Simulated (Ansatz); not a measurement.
**F₂: geometry relaxation**

The run: geometry relaxation of F₂. Method and program: RKS PBE0-D4/def2-TZVPPD (Ansatz 0.2.0).

Figures and captions count atoms from 1; the log counts them from 0 in places.

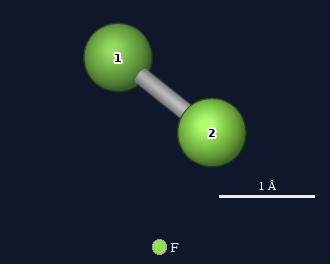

Figure 1. The starting structure (ball-and-stick view, seen at an oblique angle; atoms are numbered from 1 in the order of the input). Bond lengths as drawn: F–F 1.42 Å.

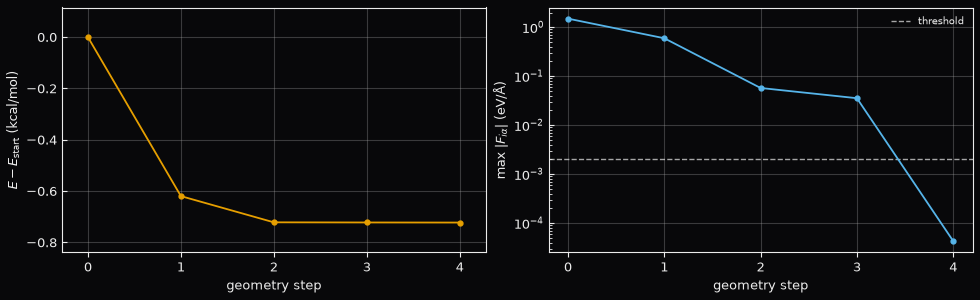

Figure 2. Progress of the relaxation, step by step (the first geometry is step 0 here and step 1 in the log).

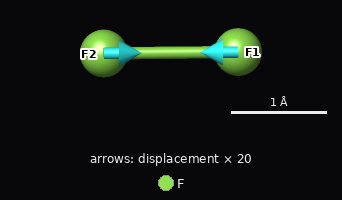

Figure 3. The starting structure with the displacements as teal arrows, magnified 20 times (ball-and-stick view, seen at a tilt). The two geometries are laid on each other by the best rigid fit. The largest moves after the best rigid fit, 0.020 Å, are those of F1 and F2. Distances before and after: F1–F2 1.415 → 1.375 Å. After 4 geometry steps the energy has fallen by 0.72 kcal/mol. The largest force component goes from 1.5 to under 0.0001 eV/Å. (Atoms are counted from 1 in the order of the input.)

The input that produced these results follows, with the program's output.

### The input
```yaml
crystal:
  periodic: [false, false, false]
  atoms:
    - { symbol: F, position_ang: [0.0, 0.0, -0.00602853] }
    - { symbol: F, position_ang: [0.0, 0.0, 1.40944853] }
basis:
  gaussian: { orbitals: def2-TZVPPD.json }
hamiltonian:
  xc: pbe0
  dispersion: d4
relax:
  f_tol: 0.002
  max_steps: 150
```

Launched with:
```bash
ansatz run input.yaml --threads 2 --pin off --max-ram 5120MiB --backend cpu --events-out ev --progress --plain --runs-dir out
```

### Output
```
The last accepted step is kept in [file] (removed where the run ends without a failure and the disk answers)
Engine: ansatz 0.2.0, x86_64-unknown-linux-gnu
Functional definition: PBE0
  parameter a = 0.25
  parameter kappa = 0.804
  parameter beta = 0.06672455060314922
  exchange = (1 - a)*pbe_x(kappa = kappa, mu = beta*pi^2/3) + a*exact_x
  correlation = pbe_c(beta = beta)
394 factors; their error is unknown
mean field evaluation 1: about -5425.9344 eV, gradient 1.5e1 eV
mean field evaluation 2: about -5426.1162 eV, gradient 6.9e0 eV
mean field evaluation 4: about -5426.1683 eV, gradient 1.8e-1 eV
mean field evaluation 8: about -5426.1812 eV, gradient 2.0e-3 eV
mean field -5426.18121615 eV, -199.4084816958 hartree, gradient 3.4e-6 eV, S^2 0.000000; 0 other end points of the search recorded, 0 dependent functions left out
the calculation of the forces begins
reference -5426.18124551 eV, -199.4084827746 hartree; 9, 9 occupied and 71, 71 virtual orbitals, 394 factors
relax step   1: F+E_penalty+E_count = -5426.18537968 eV  Δ(F+E_penalty+E_count) = +0.000e0 eV  max|allowed force component| = 1.500e0 eV/Å  Δτ_max = 0.0000 Å  (26 SCF iters, accepted)
these checks for a lower state are left out or cut short: starts, cluster_reference, orbital_swaps, neighbouring_geometries, increment
394 factors; their error is unknown
mean field evaluation 16: about -5426.1947 eV, gradient 5.1e-3 eV
mean field -5426.20807386 eV, -199.4094686986 hartree, gradient 6.5e-6 eV, S^2 0.000000; 0 other end points of the search recorded, 0 dependent functions left out
the calculation of the forces begins
reference -5426.20810323 eV, -199.4094697779 hartree; 9, 9 occupied and 71, 71 virtual orbitals, 394 factors
relax step   2: F+E_penalty+E_count = -5426.21223863 eV  Δ(F+E_penalty+E_count) = -2.686e-2 eV  max|allowed force component| = 5.965e-1 eV/Å  Δτ_max = 0.0127 Å  (29 SCF iters, accepted)
these checks for a lower state are left out or cut short: starts, cluster_reference, orbital_swaps, neighbouring_geometries, increment
394 factors; their error is unknown
mean field -5426.21250478 eV, -199.4096315318 hartree, gradient 1.2e-5 eV, S^2 0.000000; 0 other end points of the search recorded, 0 dependent functions left out
the calculation of the forces begins
reference -5426.21253417 eV, -199.4096326118 hartree; 9, 9 occupied and 71, 71 virtual orbitals, 394 factors
relax step   3: F+E_penalty+E_count = -5426.21667028 eV  Δ(F+E_penalty+E_count) = -4.432e-3 eV  max|allowed force component| = 5.756e-2 eV/Å  Δτ_max = 0.0081 Å  (28 SCF iters, accepted)
these checks for a lower state are left out or cut short: starts, cluster_reference, orbital_swaps, neighbouring_geometries, increment
394 factors; their error is unknown
mean field evaluation 32: about -5426.1989 eV, gradient 1.1e-4 eV
mean field -5426.21252884 eV, -199.4096324160 hartree, gradient 1.7e-5 eV, S^2 0.000000; 0 other end points of the search recorded, 0 dependent functions left out
the calculation of the forces begins
reference -5426.21255823 eV, -199.4096334959 hartree; 9, 9 occupied and 71, 71 virtual orbitals, 394 factors
relax step   4: F+E_penalty+E_count = -5426.21669424 eV  Δ(F+E_penalty+E_count) = -2.396e-5 eV  max|allowed force component| = 3.558e-2 eV/Å  Δτ_max = 0.0011 Å  (29 SCF iters, accepted)
these checks for a lower state are left out or cut short: starts, cluster_reference, orbital_swaps, neighbouring_geometries, increment
394 factors; their error is unknown
mean field -5426.21254384 eV, -199.4096329672 hartree, gradient 6.4e-6 eV, S^2 0.000000; 0 other end points of the search recorded, 0 dependent functions left out
the calculation of the forces begins
reference -5426.21257323 eV, -199.4096340472 hartree; 9, 9 occupied and 71, 71 virtual orbitals, 394 factors
relax step   5: F+E_penalty+E_count = -5426.21670928 eV  Δ(F+E_penalty+E_count) = -1.504e-5 eV  max|allowed force component| = 4.311e-5 eV/Å  Δτ_max = 0.0004 Å  (30 SCF iters, accepted)
394 factors; their error is unknown
mean field evaluation 64: about -5426.2125 eV, gradient 1.8e-4 eV
mean field -5426.21254384 eV, -199.4096329672 hartree, gradient 6.4e-6 eV, S^2 0.000000; 1 other end points of the search recorded, 0 dependent functions left out
the calculation of the forces begins
reference -5426.21257323 eV, -199.4096340472 hartree; 9, 9 occupied and 71, 71 virtual orbitals, 394 factors
Total energy: -5426.21673867 eV, -199.4097871242 hartree
Atom 0 at     0.000000    -0.000000     0.014017 Å, force     0.000000     0.000000     0.000043 eV/Å
Atom 1 at    -0.000000     0.000000     1.389403 Å, force    -0.000000    -0.000000    -0.000043 eV/Å
Dipole moment:    -0.000000    -0.000000     0.000000 e Å
```

### Trajectory as extended XYZ (Å, eV, eV/Å), 5 frames, from step=1 to step=5
```
2
Properties=species:S:1:pos:R:3:forces:R:3 step=1 energy=-5426.18538
F     0.0000    0.0000   -0.0060    0.0000   0.0000   1.5004
F     0.0000    0.0000    1.4094    0.0000   0.0000  -1.5004
2
Properties=species:S:1:pos:R:3:forces:R:3 step=2 energy=-5426.21224
F     0.0000    0.0000    0.0066    0.0000   0.0000   0.5965
F     0.0000    0.0000    1.3968    0.0000   0.0000  -0.5965
2
Properties=species:S:1:pos:R:3:forces:R:3 step=3 energy=-5426.21667
F     0.0000    0.0000    0.0147    0.0000   0.0000  -0.0576
F     0.0000    0.0000    1.3887    0.0000   0.0000   0.0576
2
Properties=species:S:1:pos:R:3:forces:R:3 step=4 energy=-5426.21669
F     0.0000    0.0000    0.0136    0.0000   0.0000   0.0356
F     0.0000    0.0000    1.3898    0.0000   0.0000  -0.0356
2
Properties=species:S:1:pos:R:3:forces:R:3 step=5 energy=-5426.21671
F     0.0000    0.0000    0.0140    0.0000   0.0000   0.0000
F     0.0000    0.0000    1.3894    0.0000   0.0000   0.0000
```

### Results in brief

```json
{"quantity": "outcome", "value": "converged"}
{"quantity": "total energy", "value": "−5426.2167 eV"}
{"quantity": "mean-field energy", "value": "−5426.2126 eV"}
{"quantity": "SCF solution under orbital rotations", "value": "stable"}
{"quantity": "largest force (length of the vector) at the end", "value": "under 0.001 eV/Å"}
{"quantity": "hardware", "value": "2 threads of Intel Xeon (Sapphire Rapids), 64 GiB of memory available, shared host"}
{"quantity": "wall time", "value": "1.8 s (CPU time 3.1 s)"}
{"quantity": "peak memory", "value": "0.12 GiB"}
```
